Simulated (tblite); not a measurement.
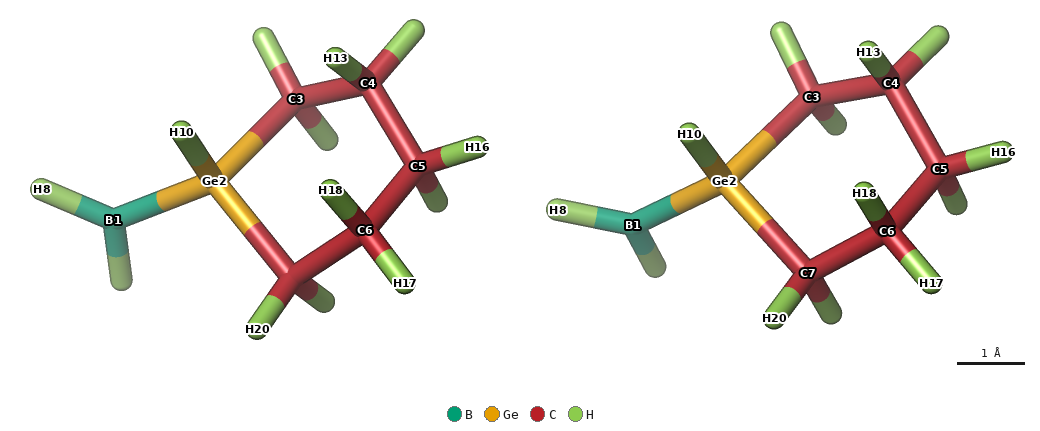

Two geometries of C5H13BGe, drawn at one scale. One is the start of a relaxation, the other its converged end. A stick model, seen at a tilt.

The calculation used GFN2-xTB geometry optimisation, gas phase in tblite. 

### Which geometry has the lower energy?

The right one is the relaxed one. Over 83 geometry steps the energy falls by 12.1 kcal/mol. An H atom moves most after the best rigid fit: 0.41 Å. Largest moves by element: H 0.41 Å, C 0.18 Å, B 0.15 Å, Ge 0.15 Å. Among the contacts that change: C–Ge 1.955 → 1.997 Å, C–H 1.133 → 1.093 Å, Ge–H 1.555 → 1.520 Å, C–C 1.496 → 1.527 Å. Among the angles between lasting bonds that change: H–C–H 115.5° → 106.9°, Ge–C–C 103.5° → 111.2°, H–C–H 114.8° → 107.0°.
